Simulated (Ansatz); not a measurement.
**BF2HS···H2: density, localisation and related maps**

```json
{"atom": "B", "x (Å)": "0.1019", "y (Å)": "-0.7436", "z (Å)": "-0.5410"}
{"atom": "H", "x (Å)": "-0.1424", "y (Å)": "0.5364", "z (Å)": "2.3145"}
{"atom": "F", "x (Å)": "1.1464", "y (Å)": "0.0639", "z (Å)": "-0.6156"}
{"atom": "F", "x (Å)": "-1.1097", "y (Å)": "-0.2126", "z (Å)": "-0.6242"}
{"atom": "S", "x (Å)": "0.3684", "y (Å)": "-2.5184", "z (Å)": "-0.3428"}
{"atom": "H", "x (Å)": "-0.9504", "y (Å)": "-2.8224", "z (Å)": "-0.3306"}
{"atom": "H", "x (Å)": "0.0498", "y (Å)": "-0.1404", "z (Å)": "2.5530"}
```

These are results of Ansatz 0.2.0, RKS r2SCAN/def2-mTZVP, not measurements.

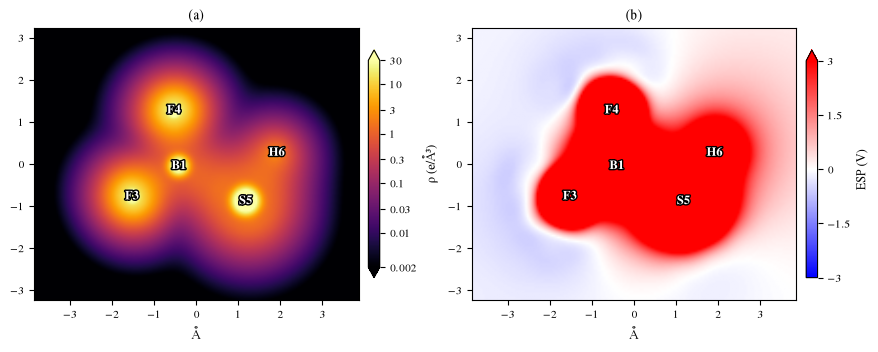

Figure 1. (a) total electron density; (b) electrostatic potential on the plane of atoms F3, B1 and S5.

Interpret the plot.

- The plane passes through B, F, S and H nuclei.
- B–F (1.32 Å): ρ at the midpoint is about 2.2 e/Å³.
- B–S (1.81 Å): ρ is about 1.2 e/Å³ halfway, with its minimum of 1.1 e/Å³ about 0.6 Å from B.
- S–H (1.35 Å): the density is about 1.4 e/Å³ at the midpoint.
- Outside the dense part of the complex the potential is most negative (−0.6 V) near F3.

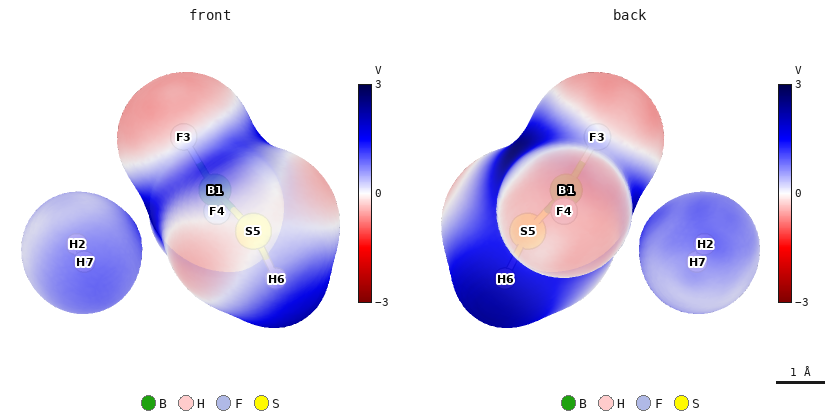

Figure 2. The molecular electrostatic potential painted on the density surface at 0.004 e/bohr³, seen from the front and from behind; the colour scale runs from red (negative) to blue (positive).

Describe the electrostatic potential map.

The most negative region (about −0.6 V) lies over F3 and F4, the most positive (about +2.5 V) over B1.

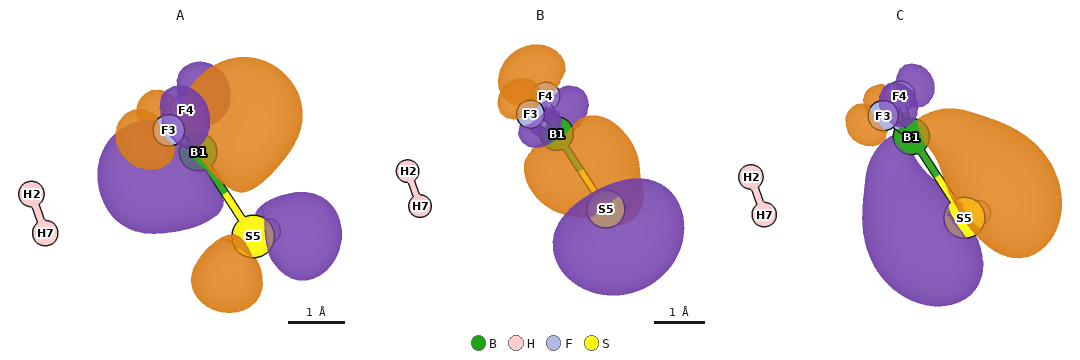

Figure 3. Three frontier orbitals at ±0.1 Å⁻³ᐟ² (orange and purple are the two phases), in no order.

Order the three orbitals by energy and name them.

B is the HOMO−1 (−9.15 eV). Its weight (Hirshfeld) is mainly on S5 (about 65 %), F4 (about 15 %) and B1 (about 10 %); largely a lone pair of S5. C is the HOMO (−7.46 eV). Its weight (Hirshfeld) is mainly on S5 (about 80 %) and B1 (about 10 %); largely a lone pair of S5. A is the LUMO (−0.46 eV). Its weight (Hirshfeld) is mainly on B1 (about 50 %), S5 (about 25 %), F3 (about 10 %) and F4 (about 10 %).

What is the HOMO–LUMO gap?

7.00 eV between the orbital energies.
